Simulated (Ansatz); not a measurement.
How far to go with zone-centre phonons against the mesh: Zr (P6_3/mmc, 2 atoms in the cell)

```
CELL_PARAMETERS angstrom
      1.62308    -2.81125     0.00000
      1.62308     2.81125     0.00000
      0.00000     0.00000     5.17575
ATOMIC_POSITIONS crystal
  Zr 0.33333 0.66667 0.25000
  Zr 0.66667 0.33333 0.75000
```

Method: PBE (plane waves, PAW; Ansatz, a first-principles code).

Base settings: basis.ecutwfc = 30.9 Ry; kpoints.mp_grid.grid = 12 12 7; hamiltonian.xc = pbe; hamiltonian.pseudopotentials = {kind: paw} (the program's default PAW files); scf.occupations.method = gaussian; scf.occupations.width = 0.0073 Ry.

In this ladder: phonons.method = dfpt.

Frequencies are those of the unrelaxed cell, without the LO-TO term of polar crystals.

Only quantities that move along the ladder and can be compared are tabulated.

Core times come from one kind of shared machine, to one figure; runs under 30 s give none.

The starting cell has typed, rounded lattice constants, without a prior relaxation at this level. Its lattice was rescaled by up to half a per cent.

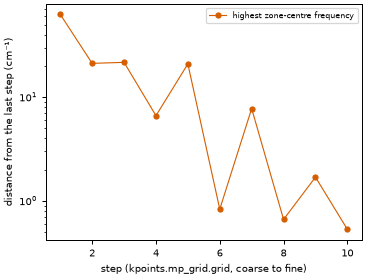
*Distance from the last step along the ladder; very small values are drawn at a floor.*

| kpoints.mp_grid.grid | highest zone-centre frequency (cm⁻¹) | core time / last (rough) |
|---|---|---|
| 3 3 2 | 82.3 | – |
| 4 4 2 | 166.2 | – |
| 5 5 3 | 166.7 | – |
| 6 6 3 | 138.4 | – |
| 7 7 4 | 124.2 | – |
| 9 9 5 | 144.2 | – |
| 11 11 6 | 152.8 | – |
| 14 14 8 | 145.7 | – |
| 17 17 10 | 143.4 | 0.09 |
| 21 21 12 | 145.6 | 0.2 |
| 27 27 15 | 145.1 | 1 |

Coarsest kpoints.mp_grid.grid that holds the highest zone-centre frequency within 10 cm⁻¹ of the last step, with all finer ones: 9 9 5; the step before is off by 21 cm⁻¹.

Two neighbours can agree and both be off: 4 4 2 and 5 5 3 differ by 0.5 cm⁻¹ in the highest zone-centre frequency, yet lie about 22 cm⁻¹ from the last step.

Keys are those of Ansatz 0.2.
